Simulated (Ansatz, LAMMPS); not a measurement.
# A frame of liquid 62P2O5-12Al2O3-27MgO (mol %) from 3300 K, run at 900 K (141 atoms): a short ab initio trajectory

How do the atoms of a frame of liquid 62P2O5-12Al2O3-27MgO (mol %) from 3300 K, run at 900 K (141 atoms) move, and what local order do they keep?

Method: Kohn-Sham DFT, revPBE, PAW (set soft_2), plane waves, in Ansatz 0.2.0.

## 1. The starting structure

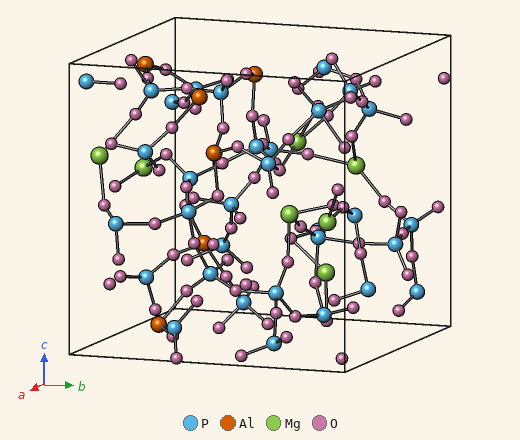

Start, viewed slightly off an axis; phosphorus blue, aluminium orange, magnesium green, oxygen pink. Bonds to atoms that aren't drawn are left out.

The cell holds 141 atoms: 32 P, 6 Al, 7 Mg and 96 O. Its edges and angles: a = 12.417 Å, b = 12.417 Å, c = 12.417 Å, α = 90.0°, β = 90.0°, γ = 90.0°. 141 atoms (32 P, 6 Al, 7 Mg, 96 O) placed at random at 2.48 g/cm³, melted at 4000 K for 10 ps at fixed volume with the Morse and Coulomb pair potential with partial charges (Pedone, Malavasi, Menziani, Cormack and Segre, J. Phys. Chem. B 110, 11780 (2006)). Snapshot at the end of a hold of 10 ps at 3300 K and fixed volume.

Before any run, some limits are plain. The starting topology of bonds comes from the classical model. The cell was made at 3300 K but the dynamics is set to 900 K: the trajectory isn't one at 3300 K. Only the Γ point is sampled, in a cell whose shortest periodic width is 12 Å.

## 2. Single point at the start

A single point comes first, to see the forces before anything moves.

input.yaml reads:

```yaml
crystal:
  lattice:
    - [12.4168, 0.0, 0.0]
    - [0.0, 12.4168, 0.0]
    - [0.0, 0.0, 12.4168]
  atoms:
    - { symbol: P, position: [0.4289, 0.8002, 0.86476] }
    - { symbol: P, position: [0.78538, 0.35096, 0.47865] }
    - { symbol: P, position: [0.15383, 0.59988, 0.88945] }
    - { symbol: P, position: [0.09778, 0.89473, 0.35765] }
    [... 131 atom lines left out ...]
    - { symbol: O, position: [0.9387, 0.71521, 0.59054] }
    - { symbol: O, position: [0.83376, 0.75345, 0.95559] }
    - { symbol: O, position: [0.46645, 0.54252, 0.60518] }
    - { symbol: O, position: [0.86638, 0.25977, 0.44451] }
    - { symbol: O, position: [0.93779, 0.60052, 0.02272] }
    - { symbol: O, position: [0.31784, 0.80096, 0.81056] }
kpoints:
  mp_grid: { grid: [1, 1, 1] }
hamiltonian:
  xc: revpbe
scf:
  occupations: { method: fermi_dirac, width: 0.025 }
output:
  forces: true
```

The run is started by

```sh
> ansatz run input.yaml --threads 4 --pin off --max-ram 8192MiB --backend cpu --events-out ev --progress --plain --runs-dir out
```

The job ended after 38 s (4 threads of Arm Neoverse V2, shared host; peak memory 2.9 GiB).

The run gave:

* free energy: -95581.3921 eV
* free energy per atom: -677.8822 eV/atom
* SCF cycles: 14
* r.m.s. force component: 3.036 eV/Å
* longest force: 16.45 eV/Å
* Fermi energy: 5.233 eV

The r.m.s. force component of 3.0 eV/Å sets the starting point.

Length of the force by element:

```tsv
element	coordination	atoms	mean length of the force (eV/Å)	spread	least	most
Al	all	6	7.64	3.69	3.14	14.3
Mg	all	7	1.83	0.798	0.998	3.16
O	all	96	3.81	2.34	0.449	14.5
P	all	32	5.88	3.59	1.26	16.4
```

## 3. Dynamics started at 900 K

Without a thermostat the total energy must stay constant, which tests forces and time step. The time step is 1.0 fs.

Changes to input.yaml since step 2:

```diff
@@ -15 +15,8 @@
   forces: true
+md:
+  timestep: 1.0
+  n_steps: 80
+  ensemble: nve
+  temperature: 900
+  initial_velocities: maxwell_boltzmann
+  seed: 4727
```

The job ended after 29 min (4 threads; peak memory 3.2 GiB; 1.8 h of CPU time).

The program notes that it switched symmetry off.

The trajectory, sampled:

```tsv
time (fs)	T (K)	potential (meV/atom)	conserved (meV/atom)
0.0	900	0.0	0.00
5.0	1496	-77.2	-0.67
11.0	2086	-153.0	-0.73
16.0	2016	-143.8	-0.56
21.0	1894	-128.1	-0.51
27.0	1740	-108.2	-0.48
32.0	1679	-100.5	-0.46
37.0	1824	-119.0	-0.43
43.0	2228	-171.2	-0.82
48.0	2049	-147.9	-0.49
53.0	2013	-143.4	-0.58
59.0	2009	-142.9	-0.59
64.0	1952	-135.6	-0.48
69.0	2182	-165.1	-0.57
75.0	2376	-190.2	-0.72
80.0	2112	-155.9	-0.45
```

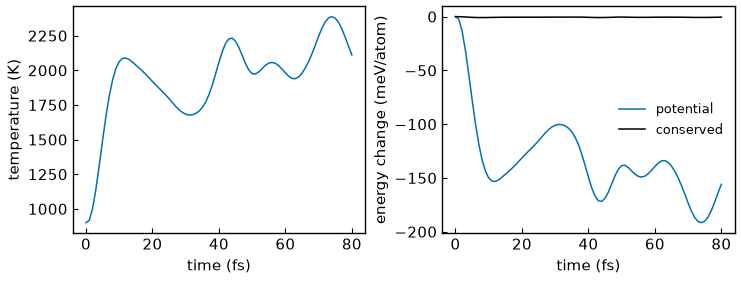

Temperature and energies against time.

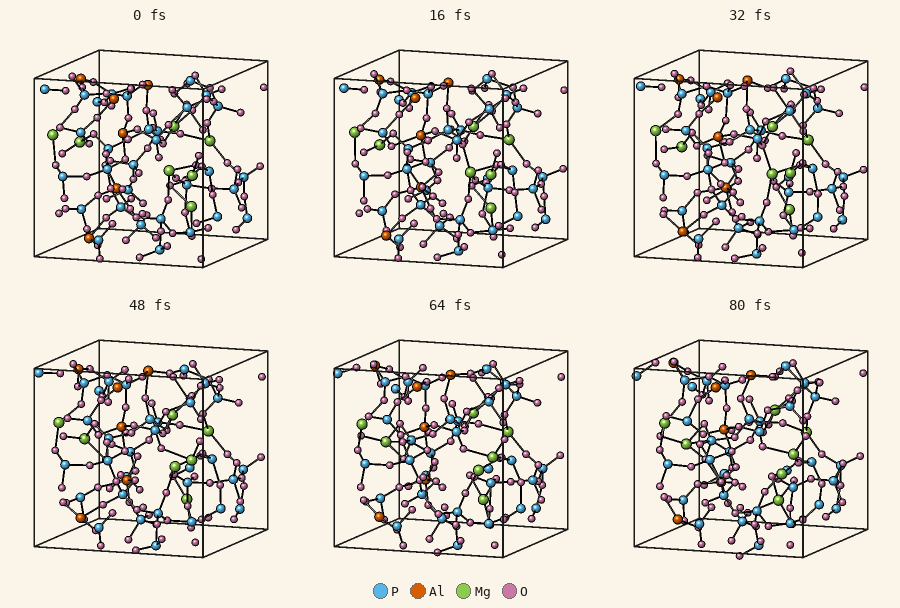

6 frames of the run. Bonds to atoms that aren't drawn are left out.

Mean square displacement from the first frame to the last: P 0.21 Å², Al 0.41 Å², Mg 0.86 Å², O 0.37 Å².

Mean square displacement against time lag:

```tsv
time lag (fs)	Al (Å²)	Mg (Å²)	O (Å²)	P (Å²)
1.0	2.7e-4	2.1e-4	2.8e-4	1.7e-4
5.0	0.00682	0.00512	0.00695	0.00414
10.0	0.0265	0.0203	0.0257	0.0151
15.0	0.0563	0.0449	0.0509	0.0292
20.0	0.0923	0.0780	0.0781	0.0434
25.0	0.131	0.119	0.105	0.0563
30.0	0.170	0.166	0.133	0.0685
35.0	0.205	0.219	0.160	0.0805
40.0	0.236	0.277	0.187	0.0919
```

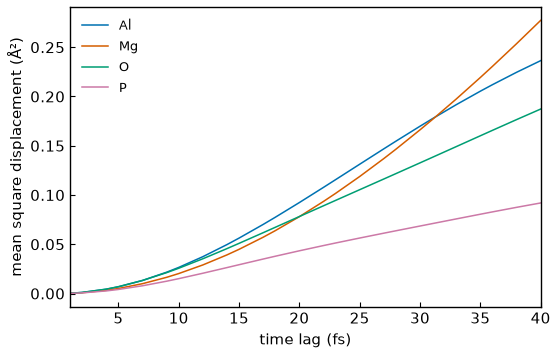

Mean square displacement, plotted against time lag.

Over the second half of 80 fs the temperature averages 2120 K with swings of 136 K r.m.s. The conserved energy stays within 0.85 meV/atom. From first frame to last Mg has the largest mean square displacement, 0.86 Å² at the end; the farthest move is 1.42 Å. The mean temperature of 2120 K lies well off the 900 K of the input: without a thermostat, the energy that the start releases heats the cell. The count of bonds goes from 187 in the first frame to 182 in the last, by one set of cutoffs: 13 pairs passed out of them and 8 came within. The run spans 0.08 ps, too short for its means to be equilibrium values.

## 4. Local order late in the run

The g(r) is a mean over the second half; what follows it is taken at the last frame.

Bonds before and after, by the cutoffs listed below:

```tsv
pair	bonds before	bonds after	mean before (Å)	mean after (Å)	spread before (Å)	spread after (Å)
O-P	130	127	1.573	1.590	0.115	0.106
O-Mg	31	28	2.196	2.112	0.283	0.233
O-Al	26	27	1.917	1.867	0.300	0.168
```

Density 2.48 g/cm³, 13.58 Å³ an atom.

Mean of 15 frames. Pair distribution functions g(r), in bins of 0.2 Å:

```tsv
r (Å)	total	O-O	O-P	O-Mg	O-Al	P-P	P-Mg
1.30	0.07	0.00	0.22	0.00	0.00	0.00	0.00
1.50	2.54	0.00	8.14	0.00	0.43	0.00	0.00
1.70	1.47	0.00	3.93	0.14	4.28	0.00	0.00
1.90	0.56	0.00	0.37	3.00	4.25	0.00	0.00
2.10	0.25	0.05	0.13	1.84	0.99	0.00	0.00
2.30	0.49	0.81	0.03	1.21	0.43	0.00	0.00
2.50	1.39	2.77	0.03	0.85	0.30	0.00	0.56
2.70	1.07	2.04	0.08	0.60	0.32	0.08	0.48
2.90	0.72	1.10	0.11	0.50	0.41	1.33	0.13
3.10	0.83	0.86	0.41	0.52	0.43	2.58	1.81
3.30	0.93	0.89	0.84	0.86	0.81	0.86	3.04
3.50	0.94	0.78	1.19	0.76	1.10	0.29	2.05
3.70	1.04	0.72	1.58	1.12	1.19	0.21	1.56
3.90	1.06	0.69	1.68	1.21	1.60	0.36	0.91
4.10	1.10	0.78	1.58	1.41	1.55	0.61	0.80
4.30	1.10	1.01	1.19	1.19	1.19	1.50	0.87
4.50	1.05	1.13	0.84	1.24	0.94	1.64	0.68
4.70	1.07	1.21	0.81	0.88	0.98	1.71	1.16
4.90	1.12	1.27	0.88	0.81	0.78	1.72	1.17
5.10	1.03	1.15	0.88	0.79	0.89	1.34	0.82
5.30	1.01	1.05	0.91	1.09	0.88	1.27	0.60
5.50	0.94	0.97	0.88	0.86	0.91	0.96	1.04
5.70	0.96	0.92	1.06	0.88	0.98	0.87	1.03
5.90	0.96	0.92	1.08	0.91	1.09	0.60	0.94
6.10	0.96	0.88	1.10	1.14	1.17	0.63	0.72
```

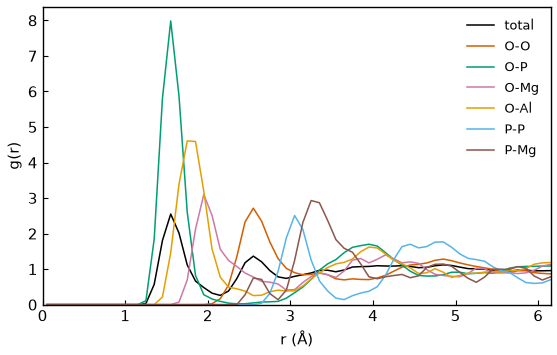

Pair distribution functions, lightly smoothed.

Bonds by pair of elements; cutoffs follow the first minimum of g(r), held within bounds set by covalent radii, and pairs that aren't listed don't count as bonded:

```tsv
pair A-B	cutoff (Å)	bonds	mean length (Å)	spread (Å)	shortest (Å)	B about A	A about B
O-P	2.11	127	1.59	0.106	1.4	1.32	3.97
O-Mg	2.73	28	2.11	0.233	1.77	0.292	4
O-Al	2.49	27	1.87	0.168	1.57	0.281	4.5
```

How many atoms have how many bonded neighbours:

```tsv
element	mean	1	2	3	4	5	6
Al	4.5	0	0	0	3	3	0
Mg	4	0	0	3	2	1	1
O	1.90	15	76	5	0	0	0
P	3.97	0	0	1	31	0	0
```

Bond angles (no mean is given where the spread exceeds 20°):

```tsv
angle	count	mean (°)	spread (°)
O-P-O	189	109	10.6
O-Al-O	48	-	-
O-Mg-O	46	-	-
P-O-P	31	139	13.3
Mg-O-P	28	126	17.9
```

Oxygen atoms by the number of network formers (Si, P, Ge, B, Al, As, Ga) bound to them:

```tsv
network formers bound to O	O atoms	per cent
0	0	0
1	38	39.6
2	58	60.4
```

Network units: each former by its oxygen neighbours and how many of them bridge to another former:

```tsv
former	O neighbours	bridging O	atoms
P	3	1	1
P	4	1	2
P	4	2	6
P	4	3	18
P	4	4	5
Al	4	4	3
Al	5	5	3
```

Bond length by coordination (bonds to H left out):

```tsv
element	coordination	atoms	mean bond length (Å)
Al	4	3	1.88
Al	5	3	1.86
Mg	3	3	1.95
Mg	4	2	2.12
Mg	5	1	2.23
Mg	6	1	2.25
O	1	15	1.51
O	2	76	1.70
O	3	5	2.05
P	3	1	1.53
P	4	31	1.59
```

Rings of the network by King's shortest-path rule, up to 12 atoms, one path for each pair of neighbours; H, halogens, alkali and alkaline-earth atoms are left out, and the last column divides by all other atoms, bonded or not:

```tsv
ring size (atoms)	rings	per network atom
4	1	0.007
8	2	0.015
10	3	0.022
12	3	0.022
```

First main peaks of g(r), for some of the pairs, lie near 2.6 Å (O-O), 1.5 Å (O-P), 1.9 Å (O-Mg), 1.8 Å (O-Al) and 3.0 Å (P-P). By these cutoffs 50 % of Al atoms have 4 and as many 5, 43 % of Mg atoms have 3, 79 % of O atoms have 2 and 97 % of P atoms have 4 bonded neighbours. The O-P-O angle averages 109° with a spread of 11°. 60 % of the oxygens bridge two formers (P and Al) and 40 % are non-bridging. The commonest P unit has 4 oxygens, 3 of them shared with other formers (18 of 32 atoms). Rings of 10 and 12 atoms are the most common (33 % each of those counted); sizes run from 4 to 12, where the search stops.

## 5. Single point at the last frame

The last frame is solved again with fuller output, to read the electronic structure of a thermally displaced geometry.

input.yaml reads:

```yaml
crystal:
  lattice:
    - [12.4168, 0.0, 0.0]
    - [0.0, 12.4168, 0.0]
    - [0.0, 0.0, 12.4168]
  atoms:
    - { symbol: P, position: [0.43497, 0.79282, 0.87706] }
    - { symbol: P, position: [0.76162, 0.35705, 0.47194] }
    - { symbol: P, position: [0.1634, 0.57539, 0.91581] }
    - { symbol: P, position: [0.07085, 0.86571, 0.36057] }
    [... 131 atom lines left out ...]
    - { symbol: O, position: [0.9459, 0.73966, 0.59808] }
    - { symbol: O, position: [0.76873, 0.73041, 0.96083] }
    - { symbol: O, position: [0.44101, 0.5819, 0.63212] }
    - { symbol: O, position: [0.8483, 0.27947, 0.44143] }
    - { symbol: O, position: [0.91521, 0.59166, 0.97072] }
    - { symbol: O, position: [0.31033, 0.82534, 0.86498] }
kpoints:
  mp_grid: { grid: [1, 1, 1] }
hamiltonian:
  xc: revpbe
scf:
  occupations: { method: fermi_dirac, width: 0.025 }
output:
  forces: true
  stress: true
  populations: true
  dos:
    method: { smearing: { sigma: 0.15 } }
    de: 0.1
    projected: { site_lists: { Al: [Al], Mg: [Mg], O: [O], P: [P] } }
  eigenvalues: true
  write_density: true
  write_potential: true
  volumetric_format: npy
  elf: true
```

The job ended after 56 s (4 threads; peak memory 3 GiB; 3.6 min of CPU time).

The program notes that the exchange-correlation potential is rough where the density is thin.

The run gave:

| Item | Value |
| --- | --- |
| free energy | -95603.3776 eV |
| free energy per atom | -678.0381 eV/atom |
| SCF cycles | 11 |
| pressure | 2 GPa |
| r.m.s. force component | 2.424 eV/Å |
| longest force | 11.64 eV/Å |
| Fermi energy | 5.119 eV |
| gap (highest filled to lowest empty level) | 0.3671 eV |
| spilling of the projection | 0.01603 |

Neighbours are counted within 2.11 Å (O-P), 2.73 Å (O-Mg), 2.49 Å (O-Al), the cutoffs taken from the dynamics.

Length of the force by element and coordination:

```tsv
element	coordination	atoms	mean length of the force (eV/Å)	spread	least	most
Al	all	6	3.94	2.17	1.04	7.24
Al	4	3	4.78	1.97	2.42	7.24
Al	5	3	3.09	2.03	1.04	5.85
Mg	all	7	1.19	0.480	0.194	1.88
Mg	3	3	1.35	0.116	1.19	1.46
Mg	4	2	1.47	0.418	1.05	1.88
Mg	5	1	1.16	0	1.16	1.16
Mg	6	1	0.194	0	0.194	0.194
O	all	96	3.23	1.75	0.587	7.82
O	1	15	3.39	1.87	1.00	7.16
O	2	76	3.21	1.74	0.587	7.82
O	3	5	3.15	1.46	1.64	5.54
P	all	32	5.18	2.47	0.0895	11.6
P	3	1	2.14	0	2.14	2.14
P	4	31	5.28	2.45	0.0895	11.6
```

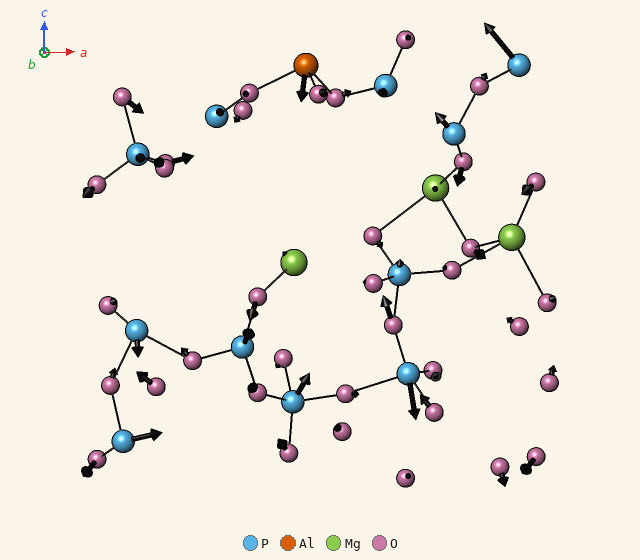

Forces as arrows; the longest in the cell is 11.6 eV/Å. Drawn is a slice 4 Å thick, seen along the normal of the ac plane. Bonds to atoms that aren't drawn are left out.

Löwdin charges by element and coordination (they lack the spilled electrons, 0.094 e an atom on average):

```tsv
element	coordination	atoms	mean charge (e)	spread	least	most
Al	all	6	1.36	0.0659	1.28	1.49
Al	4	3	1.39	0.0861	1.28	1.49
Al	5	3	1.34	0.0083	1.33	1.35
Mg	all	7	1.67	0.023	1.62	1.69
Mg	3	3	1.68	0.0029	1.68	1.69
Mg	4	2	1.65	0	1.65	1.65
Mg	5	1	1.69	0	1.69	1.69
Mg	6	1	1.62	0	1.62	1.62
O	all	96	-0.778	0.0863	-1.01	-0.597
O	1	15	-0.774	0.0585	-0.894	-0.679
O	2	76	-0.770	0.0861	-1.01	-0.597
O	3	5	-0.911	0.0341	-0.944	-0.846
P	all	32	2.13	0.063	2.00	2.27
P	3	1	2.00	0	2.00	2.00
P	4	31	2.13	0.0601	2.03	2.27
```

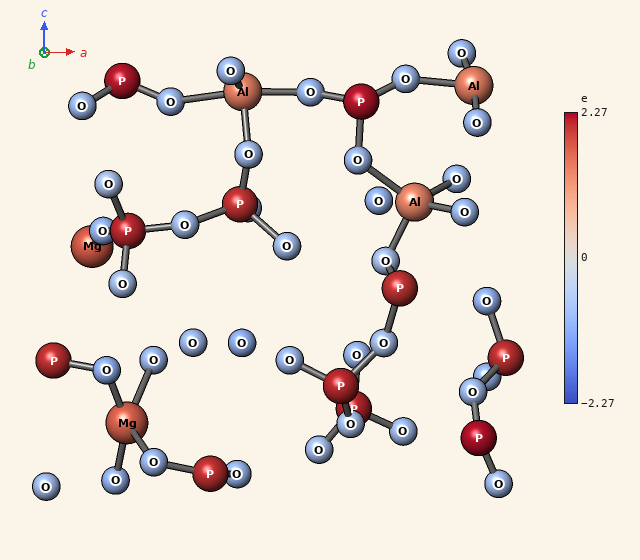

Atoms coloured by Löwdin charge. Drawn is a slice 4 Å thick, seen along the normal of the ac plane. Bonds to atoms that aren't drawn are left out.

States in the cell by windows of 1 eV, zero at the Fermi level; the larger projections on atomic orbitals stand beside the total:

```tsv
from (eV)	to (eV)	total	O p	P p	O s
-14	-13	9.5	5.6	1.2	1.1
-13	-12	15.6	9.3	2.2	1.7
-12	-11	14.4	9.2	2.4	1.1
-11	-10	18.9	12.5	3.3	1.3
-10	-9	31.2	21.5	4.1	2.8
-9	-8	47.3	33.9	5.9	4.4
-8	-7	53.3	41.1	5.2	4.1
-7	-6	67.5	56.8	4.3	3.3
-6	-5	80.0	71.2	3.4	2.3
-5	-4	84.4	76.9	2.8	2.0
-4	-3	79.0	74.0	1.8	1.1
-3	-2	41.1	38.6	0.8	0.5
-2	-1	16.0	14.9	0.5	0.2
-1	0	7.4	7.0	0.1	0.0
0	1	3.7	1.1	0.5	0.4
1	2	11.8	3.3	2.7	1.1
2	3	17.7	4.0	3.7	2.0
3	4	30.9	6.4	8.5	2.7
4	5	42.4	8.7	13.7	3.2
```

Between -26 and -14 eV lie 201 more states.

About 58 of the 824 electrons lie in deeper levels, below the stored range.

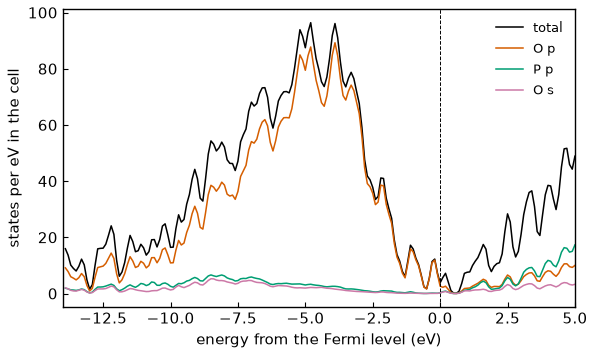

Total and projected density of states, with the broadening of the input.

The levels nearest the highest filled one (over half full), pooled over k-points and spins:

```tsv
level less the highest filled one (eV)	occupation
-0.932	2
-0.926	2
-0.761	2
-0.588	2
-0.110	2
0	2.00
0.367	0.001
1.11	0
1.38	0
1.55	0
1.71	0
1.82	0
```

Mean Löwdin charges: Al +1.36, Mg +1.67, O -0.78, P +2.13 e (they miss 1.6 % of the electrons, so they add up to more than the cell's charge). Within 0.4 eV of the Fermi level the largest share is O p (76 % of the projected weight).

## 6. Outcome

| Property | Result |
| --- | --- |
| mean temperature, second half | 2120 K |
| temperature swing, second half | 135.9 K |
| slope of the conserved energy against time, by least squares | -1.275 meV/atom/ps |
| free energy per atom | -678.0381 eV/atom |
| pressure | 2 GPa |
| r.m.s. force component | 2.424 eV/Å |
| gap (highest filled to lowest empty level) | 0.3671 eV |
| wall time of the 3 DFT runs | 30 min |

**Reading.** Over the second half of 80 fs the temperature averages 2120 K with swings of 136 K r.m.s. The conserved energy stays within 0.85 meV/atom. The mean temperature of 2120 K lies well off the 900 K of the input: without a thermostat, the energy that the start releases heats the cell. The count of bonds goes from 187 in the first frame to 182 in the last, by one set of cutoffs: 13 pairs passed out of them and 8 came within. The run spans 0.08 ps, too short for its means to be equilibrium values. With the cutoffs above, 50 % of Al atoms have 4 and as many 5, 43 % of Mg atoms have 3, 79 % of O atoms have 2 and 97 % of P atoms have 4 bonded neighbours. 60 % of the oxygens bridge two formers (P and Al) and 40 % are non-bridging.

The highest filled and lowest empty levels differ by 0.367 eV (at Γ alone); a semilocal functional tends to put such gaps too low. In a disordered cell it changes from sample to sample and from frame to frame.

Caveats: The network of bonds at the start is that of the classical potential that made the cell; in DFT 13 of its 187 bonded pairs passed out of the cutoffs and 8 came within them. The stress is far from hydrostatic: its diagonal is -0.8, 3.8, 3.0 GPa, compression counted positive. The pressure of 2.0 GPa is that of one thermal frame at a volume set beforehand, without the kinetic term.

[Logs are printed without paths, hosts, clocks, repeated set-up lines and the standing remarks that a program may print on its own settings, such as how far it seeks lower states.]

[Hosts, paths, dates, database ids (printed as entryN), source tags and the programs' standing remarks are cut or masked in the printed files.]
